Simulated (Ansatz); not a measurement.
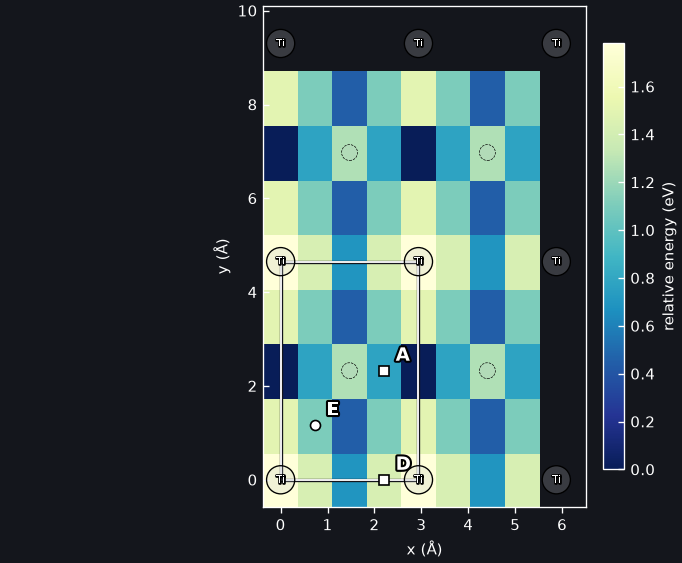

S on a Ti(100) slab cut from the P6_3/mmc phase, its upper half relaxed before the scan (12 atoms of substrate and one adsorbate in a 2 × 1 cell). 
- S is moved over the surface cell; relaxed at each place: the height of the adsorbate's atoms; substrate rigid; the origin of the map has the adsorbate above Ti11.
- Places are given modulo a cell vector. The map is drawn in real space over the plane of the surface.
- The grid has 4 × 4 points; 9 points were computed and 7 follow by symmetry.
- Places are given in fractions of the 1 × 1 surface cell.
- Energies: eV, counted from the lowest grid point.
- These are results of DFT PBE, scalar-relativistic, plane waves, PAW in Ansatz, not measurements. Settings: cutoff 420 eV, k-mesh 5×6×1, gaussian smearing 0.1 eV, no spin polarisation.

In the figure: one coloured cell a grid point, labelled circles for the atoms of the top layer and small ones for the second layer, the outline of one cell of the 2 × 2 shown, lettered points.

### Is D the lowest point of the computed grid?

No. D lies 1.43 eV above the lowest grid point, which is at the trough between two rows of top atoms, (0/4, 2/4) of the cell vectors.

### Rank the lettered points by energy, lowest first.

A (0.77 eV), E (1.10 eV), D (1.43 eV).

PAW datasets: the set soft_1.
